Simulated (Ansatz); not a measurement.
**Run report: AlH$_{5}$O$_{2}$, molecular dynamics (part 3 of 3)**

The same run, continued: AlH$_{5}$O$_{2}$; RKS PBE0-D4/def2-SVP (Ansatz 0.2.0). It belongs to a series of runs on one base structure; here: dynamics from the highest image of the converged band.

Geometry of the input (Å):
```
Al -0.0095  0.2340  0.0274
H  -0.2606  -0.2757  1.7202
O  1.6045  -0.0634  -0.4475
H  1.9054  -0.6293  -1.1581
H  -1.2714  -0.0565  -0.8753
O  -0.0080  1.7898  1.0453
H  0.8323  2.2457  1.1842
H  -0.1286  0.7716  1.7467
```

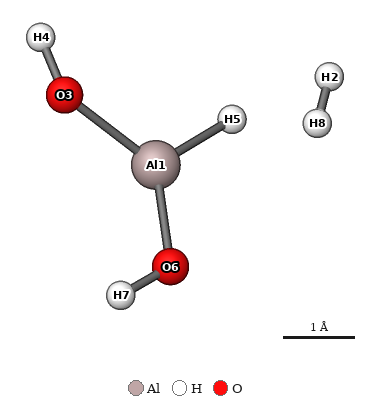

**Figure 1.** The geometry at step 100 of the log (ball-and-stick view, seen at a tilt; atoms are numbered from 1 in the order of the input).

```
Total energy: -10761.21050762 eV, -395.4671919447 hartree
Atom 0 at     0.114705     0.475401     0.006006 Å, force    -2.198996     1.953575     0.606447 eV/Å
Atom 1 at    -0.901251    -4.001646     4.035777 Å, force     0.019792     0.063134    -0.316558 eV/Å
Atom 2 at     1.539734    -0.174484    -0.469185 Å, force     1.853623    -0.784672    -0.288970 eV/Å
Atom 3 at     1.654582    -1.089100    -0.722012 Å, force     0.142674    -0.071137    -0.118213 eV/Å
Atom 4 at    -1.246991    -0.211318    -0.380582 Å, force    -0.075098    -0.074546     0.123568 eV/Å
Atom 5 at    -0.038148     2.059692     0.712693 Å, force     0.329160    -1.038688    -0.231966 eV/Å
Atom 6 at     0.703850     2.525027     1.108286 Å, force    -0.051155     0.015120    -0.090201 eV/Å
Atom 7 at    -0.951524    -4.150843     4.771030 Å, force    -0.020000    -0.062787     0.315892 eV/Å
Dipole moment:     0.292872    -0.291433     0.084760 e Å
```

Trajectory as extended XYZ (Å, eV, eV/Å), 25 of the 201 frames kept, from step=0 to step=200
```
8
Properties=species:S:1:pos:R:3:forces:R:3 step=0 time_fs=0.0 energy=-10760.65445 temperature=100.0
Al   -0.0095    0.2340    0.0274    0.0082   0.0131   0.0138
H    -0.2606   -0.2757    1.7202   -0.0188  -0.0214   0.0029
O     1.6045   -0.0634   -0.4475    0.0078   0.0068   0.0024
H     1.9054   -0.6293   -1.1581   -0.0097  -0.0044  -0.0031
H    -1.2714   -0.0565   -0.8753    0.0037  -0.0039   0.0024
O    -0.0080    1.7898    1.0453   -0.0077  -0.0020   0.0030
H     0.8323    2.2457    1.1842    0.0031   0.0046  -0.0056
H    -0.1286    0.7716    1.7467    0.0134   0.0071  -0.0157
8
Properties=species:S:1:pos:R:3:forces:R:3 step=8 time_fs=4.0 energy=-10760.63454 temperature=74.4
Al   -0.0116    0.2320    0.0404    0.4638   0.1231  -0.6452
H    -0.2765   -0.2823    1.7095   -0.0503  -0.0460   0.0191
O     1.6104   -0.0642   -0.4571   -0.2717   0.0160   0.2070
H     1.8973   -0.6349   -1.1697   -0.0266  -0.0152  -0.0083
H    -1.2351    0.0099   -0.9305   -0.0722  -0.0880   0.0890
O    -0.0088    1.7909    1.0372   -0.0801  -0.0677   0.0782
H     0.8123    2.2646    1.2198    0.0196  -0.0381  -0.0461
H    -0.1475    0.7440    1.7209    0.0176   0.1159   0.3064
8
Properties=species:S:1:pos:R:3:forces:R:3 step=17 time_fs=8.5 energy=-10760.60562 temperature=37.1
Al   -0.0108    0.2308    0.0508    0.6355   0.2577  -0.9799
H    -0.3028   -0.2955    1.7027   -0.0280   0.0729   0.1137
O     1.6141   -0.0650   -0.4658   -0.4200   0.0097   0.3556
H     1.8823   -0.6413   -1.1810   -0.0257  -0.0312  -0.0213
H    -1.2063    0.0686   -0.9753   -0.0713  -0.1521   0.1980
O    -0.0105    1.7913    1.0292   -0.1226  -0.2216   0.3445
H     0.7920    2.2784    1.2504    0.0508  -0.0321  -0.0879
H    -0.1665    0.7325    1.7390   -0.0186   0.0967   0.0773
8
Properties=species:S:1:pos:R:3:forces:R:3 step=25 time_fs=12.5 energy=-10760.59335 temperature=21.3
Al   -0.0064    0.2312    0.0542    0.5428   0.3551  -0.8426
H    -0.3306   -0.2964    1.7136    0.0173   0.1698   0.1304
O     1.6134   -0.0660   -0.4702   -0.3413  -0.0802   0.3080
H     1.8628   -0.6481   -1.1897   -0.0302   0.0141   0.0384
H    -1.1929    0.0964   -0.9849   -0.1001  -0.1953   0.1981
O    -0.0131    1.7897    1.0256   -0.1006  -0.2301   0.5177
H     0.7798    2.2844    1.2634    0.0520  -0.0194  -0.1105
H    -0.1859    0.7372    1.7686   -0.0399  -0.0141  -0.2397
8
Properties=species:S:1:pos:R:3:forces:R:3 step=33 time_fs=16.5 energy=-10760.60891 temperature=41.3
Al    0.0010    0.2336    0.0530    0.2826   0.4347  -0.5690
H    -0.3561   -0.2738    1.7426    0.0336   0.0770   0.0070
O     1.6095   -0.0676   -0.4717   -0.1471  -0.1471   0.2309
H     1.8398   -0.6541   -1.1941    0.0050   0.0115   0.0382
H    -1.1950    0.0946   -0.9650   -0.1419  -0.2226   0.1255
O    -0.0166    1.7860    1.0267   -0.0173  -0.0041   0.3508
H     0.7747    2.2867    1.2599    0.0052  -0.0395  -0.0959
H    -0.2109    0.7400    1.7681   -0.0200  -0.1100  -0.0874
8
Properties=species:S:1:pos:R:3:forces:R:3 step=42 time_fs=21.0 energy=-10760.63170 temperature=70.8
Al    0.0111    0.2394    0.0477   -0.2088   0.6231  -0.2770
H    -0.3796   -0.2388    1.7762   -0.0020  -0.2112  -0.0712
O     1.6035   -0.0711   -0.4705    0.1667  -0.2602   0.0501
H     1.8162   -0.6619   -1.1959    0.0405   0.0295   0.0684
H    -1.2215    0.0522   -0.9193   -0.0694  -0.2160   0.0975
O    -0.0209    1.7818    1.0314    0.0374   0.2736  -0.1371
H     0.7742    2.2852    1.2403    0.0253   0.0008  -0.0349
H    -0.2423    0.7221    1.7577    0.0103  -0.2394   0.3042
8
Properties=species:S:1:pos:R:3:forces:R:3 step=50 time_fs=25.0 energy=-10760.68810 temperature=143.6
Al    0.0189    0.2483    0.0413   -0.6192   0.9984   0.0320
H    -0.4005   -0.2382    1.7977   -0.0351  -0.3286   0.0778
O     1.5995   -0.0764   -0.4685    0.3565  -0.2763  -0.0072
H     1.8036   -0.6693   -1.1927    0.0879  -0.0366   0.0051
H    -1.2559   -0.0203   -0.8620    0.0734  -0.1772   0.1286
O    -0.0244    1.7806    1.0345    0.1878   0.3070  -0.4783
H     0.7779    2.2842    1.2165   -0.0411   0.0115  -0.0478
H    -0.2693    0.6662    1.7905   -0.0103  -0.4982   0.2898
8
Properties=species:S:1:pos:R:3:forces:R:3 step=58 time_fs=29.0 energy=-10760.85340 temperature=356.7
Al    0.0234    0.2631    0.0351   -0.6513   1.5450   0.3228
H    -0.4271   -0.2886    1.8321   -0.0957  -0.5591   0.2848
O     1.5989   -0.0844   -0.4666    0.3757  -0.3185  -0.0626
H     1.8037   -0.6814   -1.1875    0.0842  -0.0456   0.0220
H    -1.2803   -0.1200   -0.7853    0.1352  -0.1375   0.1463
O    -0.0263    1.7820    1.0329    0.1685  -0.0855  -0.8170
H     0.7781    2.2867    1.1852    0.0215   0.0923  -0.0743
H    -0.2982    0.5362    1.8665   -0.0380  -0.4911   0.1781
8
Properties=species:S:1:pos:R:3:forces:R:3 step=67 time_fs=33.5 energy=-10761.15572 temperature=746.2
Al    0.0243    0.2901    0.0303   -0.2569   1.5504   0.4776
H    -0.4749   -0.4528    1.9173   -0.0713  -0.4947   0.1866
O     1.6023   -0.0971   -0.4652    0.1216  -0.1786   0.0175
H     1.8177   -0.7014   -1.1755    0.0527  -0.0849  -0.0050
H    -1.2846   -0.2562   -0.6730    0.1005  -0.0394   0.1142
O    -0.0263    1.7824    1.0219    0.1226  -0.5608  -0.8671
H     0.7762    2.3010    1.1361   -0.0589   0.0010  -0.0768
H    -0.3351    0.3153    1.9868   -0.0104  -0.1930   0.1530
8
Properties=species:S:1:pos:R:3:forces:R:3 step=75 time_fs=37.5 energy=-10761.35641 temperature=1004.8
Al    0.0234    0.3231    0.0287    0.1773   0.6649   0.2454
H    -0.5276   -0.6732    2.0249    0.0417  -0.0267   0.0489
O     1.6067   -0.1104   -0.4641   -0.1874  -0.0001   0.0382
H     1.8370   -0.7283   -1.1600   -0.0353  -0.0227   0.0681
H    -1.2713   -0.3833   -0.5543    0.0962   0.1372   0.0768
O    -0.0251    1.7776    1.0035   -0.0682  -0.5386  -0.6045
H     0.7665    2.3155    1.0805    0.0016   0.0112   0.0050
H    -0.3712    0.0790    2.1182   -0.0259  -0.2253   0.1220
8
Properties=species:S:1:pos:R:3:forces:R:3 step=83 time_fs=41.5 energy=-10761.39398 temperature=1053.3
Al    0.0235    0.3597    0.0284    0.5643  -0.7842  -0.3297
H    -0.5772   -0.9116    2.1394    0.0315  -0.0875  -0.0305
O     1.6093   -0.1237   -0.4626   -0.4774   0.2768   0.1233
H     1.8516   -0.7602   -1.1364   -0.0924  -0.0238   0.0572
H    -1.2434   -0.4892   -0.4241    0.0749   0.3181   0.0164
O    -0.0243    1.7682    0.9795   -0.0453   0.2541  -0.0508
H     0.7541    2.3304    1.0258   -0.0825  -0.0199   0.0876
H    -0.4087   -0.1805    2.2700    0.0268   0.0664   0.1265
8
Properties=species:S:1:pos:R:3:forces:R:3 step=92 time_fs=46.0 energy=-10761.30688 temperature=941.3
Al    0.0276    0.3951    0.0255    0.8769  -2.2811  -0.9583
H    -0.6248   -1.1853    2.2669    0.0279  -0.0568  -0.0243
O     1.6067   -0.1351   -0.4593   -0.5500   0.4170   0.0627
H     1.8524   -0.8033   -1.1018   -0.1398   0.0348   0.0958
H    -1.2015   -0.5521   -0.2763   -0.1061   0.3328  -0.1065
O    -0.0243    1.7611    0.9523   -0.1340   1.3442   0.6526
H     0.7316    2.3495    0.9809   -0.0002   0.1096   0.1709
H    -0.4491   -0.4727    2.4605    0.0253   0.0996   0.1071
8
Properties=species:S:1:pos:R:3:forces:R:3 step=100 time_fs=50.0 energy=-10761.25965 temperature=880.4
Al    0.0363    0.4135    0.0176    0.8334  -2.5752  -0.9223
H    -0.6597   -1.4258    2.3780    0.0815   0.2050   0.0787
O     1.5989   -0.1409   -0.4554   -0.3731   0.4482  -0.0139
H     1.8337   -0.8423   -1.0624   -0.0875  -0.0317   0.0193
H    -1.1804   -0.5556   -0.1613   -0.2851   0.1943  -0.2030
O    -0.0256    1.7678    0.9342   -0.0702   1.8511   0.8755
H     0.7101    2.3819    0.9676   -0.0531   0.0822   0.1791
H    -0.4837   -0.7291    2.6454   -0.0460  -0.1739  -0.0134
8
Properties=species:S:1:pos:R:3:forces:R:3 step=108 time_fs=54.0 energy=-10761.29651 temperature=927.8
Al    0.0495    0.4178    0.0048    0.1791  -1.6699  -0.1295
H    -0.6862   -1.6514    2.4962   -0.0210  -0.1552  -0.0838
O     1.5877   -0.1426   -0.4518    0.1235   0.1485  -0.2874
H     1.8013   -0.8848   -1.0179   -0.0313   0.0042   0.0358
H    -1.1995   -0.5280   -0.0767   -0.2022   0.1414  -0.2514
O    -0.0277    1.7913    0.9240   -0.1267   1.2512   0.4692
H     0.6835    2.4288    0.9812    0.0353   0.1036   0.1339
H    -0.5213   -0.9956    2.8330    0.0433   0.1763   0.1131
8
Properties=species:S:1:pos:R:3:forces:R:3 step=117 time_fs=58.5 energy=-10761.30877 temperature=943.7
Al    0.0650    0.4119   -0.0101   -0.9317   0.0068   1.0560
H    -0.7139   -1.9099    2.6242    0.0865   0.3239   0.2091
O     1.5769   -0.1432   -0.4513    0.7720  -0.2089  -0.5119
H     1.7603   -0.9306   -0.9617    0.0856  -0.0696  -0.0350
H    -1.2531   -0.4700   -0.0277    0.0886   0.1459  -0.2873
O    -0.0311    1.8316    0.9175   -0.0229   0.1700  -0.2431
H     0.6548    2.4937    1.0190   -0.0049  -0.0631   0.0250
H    -0.5615   -1.2868    3.0541   -0.0731  -0.3049  -0.2128
8
Properties=species:S:1:pos:R:3:forces:R:3 step=125 time_fs=62.5 energy=-10761.26884 temperature=892.3
Al    0.0737    0.4062   -0.0173   -1.3585   1.2767   1.6840
H    -0.7324   -2.1195    2.7507   -0.0578  -0.2508  -0.2391
O     1.5750   -0.1460   -0.4562    1.0597  -0.5666  -0.6491
H     1.7343   -0.9750   -0.9114    0.1156   0.0538   0.0101
H    -1.2910   -0.3966   -0.0302    0.1389   0.0121  -0.2889
O    -0.0346    1.8697    0.9097   -0.0456  -0.7024  -0.6953
H     0.6297    2.5435    1.0579    0.0817  -0.0919  -0.0437
H    -0.6012   -1.5627    3.2378    0.0660   0.2691   0.2220
8
Properties=species:S:1:pos:R:3:forces:R:3 step=133 time_fs=66.5 energy=-10761.25777 temperature=878.1
Al    0.0751    0.4074   -0.0153   -0.8727   1.8063   1.6478
H    -0.7530   -2.3392    2.8650    0.0615   0.2810   0.2897
O     1.5826   -0.1538   -0.4669    0.6720  -0.4360  -0.4212
H     1.7264   -1.0149   -0.8627    0.1221   0.0142  -0.0414
H    -1.3104   -0.3220   -0.0765   -0.0077  -0.1695  -0.2494
O    -0.0383    1.9015    0.8954    0.0365  -1.0273  -0.8143
H     0.6146    2.5770    1.0898    0.0447  -0.2041  -0.1026
H    -0.6375   -1.8258    3.4312   -0.0564  -0.2647  -0.3086
8
Properties=species:S:1:pos:R:3:forces:R:3 step=142 time_fs=71.0 energy=-10761.29898 temperature=931.1
Al    0.0711    0.4206   -0.0022   -0.0230   1.3226   0.9373
H    -0.7718   -2.5657    3.0124   -0.0357  -0.1554  -0.2416
O     1.5982   -0.1672   -0.4835   -0.1705  -0.1588  -0.0250
H     1.7386   -1.0584   -0.8149    0.0296   0.1366  -0.0132
H    -1.3307   -0.2666   -0.1728    0.0551  -0.1607  -0.1375
O    -0.0423    1.9255    0.8701    0.0008  -1.0128  -0.6673
H     0.6108    2.5834    1.1094    0.1050  -0.1395  -0.0790
H    -0.6817   -2.1393    3.6266    0.0386   0.1680   0.2263
8
Properties=species:S:1:pos:R:3:forces:R:3 step=150 time_fs=75.0 energy=-10761.31170 temperature=947.4
Al    0.0670    0.4402    0.0152    0.5163   0.2088  -0.0693
H    -0.7902   -2.7731    3.1331    0.0266   0.1495   0.2650
O     1.6107   -0.1802   -0.4984   -0.8604   0.3617   0.4157
H     1.7564   -1.0854   -0.7790   -0.0331   0.0182  -0.0559
H    -1.3385   -0.2422   -0.2806    0.2657  -0.0169   0.0378
O    -0.0459    1.9368    0.8409    0.0761  -0.4506  -0.2552
H     0.6231    2.5662    1.1137    0.0336  -0.1303  -0.0620
H    -0.7188   -2.4099    3.8081   -0.0248  -0.1405  -0.2761
8
Properties=species:S:1:pos:R:3:forces:R:3 step=158 time_fs=79.0 energy=-10761.27055 temperature=894.4
Al    0.0659    0.4609    0.0322    0.9652  -0.9969  -1.0705
H    -0.8068   -2.9692    3.2705   -0.0142  -0.0666  -0.1750
O     1.6151   -0.1899   -0.5095   -1.1699   0.5899   0.6826
H     1.7689   -1.1064   -0.7500   -0.1058   0.0763  -0.0303
H    -1.3095   -0.2218   -0.3830    0.1971   0.0202   0.1793
O    -0.0488    1.9438    0.8093    0.0563   0.2848   0.2363
H     0.6430    2.5316    1.1099    0.0561   0.0195   0.0104
H    -0.7574   -2.6904    3.9712    0.0153   0.0727   0.1674
8
Properties=species:S:1:pos:R:3:forces:R:3 step=167 time_fs=83.5 energy=-10761.21128 temperature=818.0
Al    0.0713    0.4775    0.0440    1.2476  -1.7387  -1.6891
H    -0.8266   -3.1930    3.4205   -0.0004   0.0119   0.0458
O     1.6070   -0.1943   -0.5142   -1.0882   0.7558   0.8291
H     1.7639   -1.1157   -0.7235   -0.1027  -0.0177  -0.0507
H    -1.2475   -0.1981   -0.4670   -0.1784  -0.0923   0.1982
O    -0.0512    1.9555    0.7767    0.1569   1.0091   0.6957
H     0.6702    2.4931    1.1051   -0.0357   0.0803   0.0216
H    -0.7995   -3.0017    4.1578    0.0009  -0.0083  -0.0507
8
Properties=species:S:1:pos:R:3:forces:R:3 step=175 time_fs=87.5 energy=-10761.21717 temperature=825.6
Al    0.0832    0.4822    0.0447    0.7624  -1.4412  -1.6002
H    -0.8439   -3.3884    3.5603   -0.0013   0.0129   0.1005
O     1.5890   -0.1912   -0.5102   -0.5553   0.4306   0.7017
H     1.7418   -1.1180   -0.7059   -0.0837   0.0916  -0.0414
H    -1.2157   -0.1901   -0.5092   -0.2794  -0.1091   0.2253
O    -0.0517    1.9754    0.7545    0.1817   0.8732   0.6797
H     0.6897    2.4709    1.1042   -0.0260   0.1529   0.0381
H    -0.8372   -3.2813    4.3164    0.0015  -0.0107  -0.1037
8
Properties=species:S:1:pos:R:3:forces:R:3 step=183 time_fs=91.5 energy=-10761.24943 temperature=867.0
Al    0.0992    0.4791    0.0364   -0.5011  -0.3548  -1.0105
H    -0.8618   -3.5844    3.7084   -0.0007  -0.0047  -0.0926
O     1.5659   -0.1839   -0.4995    0.3349   0.0150   0.3981
H     1.7081   -1.1105   -0.6959    0.0042   0.0218  -0.0848
H    -1.2222   -0.1970   -0.5159   -0.0526  -0.0010   0.3141
O    -0.0504    2.0033    0.7385    0.3101   0.2114   0.4024
H     0.7034    2.4702    1.1078   -0.0954   0.1063  -0.0172
H    -0.8742   -3.5600    4.4662    0.0007   0.0060   0.0906
8
Properties=species:S:1:pos:R:3:forces:R:3 step=192 time_fs=96.0 energy=-10761.22303 temperature=833.2
Al    0.1132    0.4737    0.0206   -1.9430   1.1755  -0.0252
H    -0.8819   -3.8036    3.8714   -0.0171  -0.0328   0.3372
O     1.5444   -0.1757   -0.4832    1.5097  -0.7006  -0.0994
H     1.6720   -1.1006   -0.7009    0.0858   0.0804  -0.0918
H    -1.2395   -0.2058   -0.4677    0.0722   0.0240   0.2787
O    -0.0456    2.0365    0.7249    0.3103  -0.6720  -0.0284
H     0.7068    2.4913    1.1109   -0.0349   0.0920  -0.0327
H    -0.9159   -3.8746    4.6380    0.0170   0.0334  -0.3384
8
Properties=species:S:1:pos:R:3:forces:R:3 step=200 time_fs=100.0 energy=-10761.21047 temperature=817.1
Al    0.1147    0.4754    0.0060   -2.1990   1.9536   0.6064
H    -0.9013   -4.0016    4.0358    0.0198   0.0631  -0.3166
O     1.5397   -0.1745   -0.4692    1.8536  -0.7847  -0.2890
H     1.6546   -1.0891   -0.7220    0.1427  -0.0711  -0.1182
H    -1.2470   -0.2113   -0.3806   -0.0751  -0.0745   0.1236
O    -0.0381    2.0597    0.7127    0.3292  -1.0387  -0.2320
H     0.7038    2.5250    1.1083   -0.0512   0.0151  -0.0902
H    -0.9515   -4.1508    4.7710   -0.0200  -0.0628   0.3159
```
